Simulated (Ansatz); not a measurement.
# Which shape does a chain of Be atoms take?

Several starts are relaxed for a free Be wire one or two atoms wide. Which ends lowest, and how do the shapes conduct?

Set-up. Ansatz 0.2.0, plane waves with PAW datasets at the program's default cutoffs, Fermi-Dirac smearing of 0.05 eV, chains in boxes 7.5 Å wide or more, moments seeded when the perfect chain is relaxed. PBE, no spin-orbit coupling; each start relaxes its atoms and period within its symmetry. Energies are at zero smearing, an atom, against the lowest. Moments are absolute ones, the integral of |ρ↑ − ρ↓|.

The runs side by side:

```
    start           end shape  length an atom (Å)  shortest bond (Å)  moment an atom (μB)  energy (meV)  G (G₀)  gap (eV)
triangles  strip of triangles                1.08               2.06                 0.00             0    3.00      0.00
   zigzag  strip of triangles                1.08               2.06                 0.00             1    3.00      0.00
   linear            straight                2.16               2.16                 0.00           565  0.0014      0.40
    dimer            straight                2.15               2.15                 0.00           565  0.0015      0.40
```

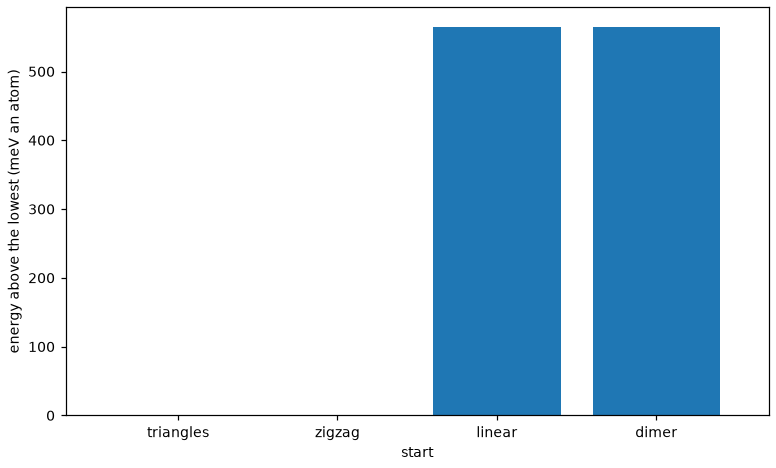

Energy of each relaxed start.

**Answer.** The lowest energy comes from the triangles start, which ends as a strip of triangles, 565 meV an atom under the linear chain with one atom a cell. The next lies 1 meV higher (zigzag start), with nearly the same bond and a length within 1 %, so it is probably the same form, and the difference is scatter of mesh or relaxation. The conductance runs from 0.0014 G₀ (linear start) to 3.00 G₀ (zigzag start). Starts not in the table: antiparallel.

**Limits.** G is the ballistic value of the perfect, endless wire, half a G₀ a channel and spin, broadened at 300 K; a real contact scatters. Only planar forms with one or two atoms a cell were tried, each within the symmetry of its start; alternating bonds in a zigzag, helices and thicker wires were not. Meshes were fixed at the starting length, so energies are good to 15 or 20 meV and lengths to a few per cent; moments are the relaxation's, and the run that gives G can hold a somewhat different one. A wire pulled between tips is under tension, which favours longer forms than the free minimum. Series of this kind are told only where this holds: four starts or more, in boxes that share their narrower side and keep the chain far from its images. 25 of 55 did.

[Logs are printed without paths, hosts, clocks, repeated set-up lines and the standing remarks that a program may print on its own settings, such as how far it seeks lower states.]
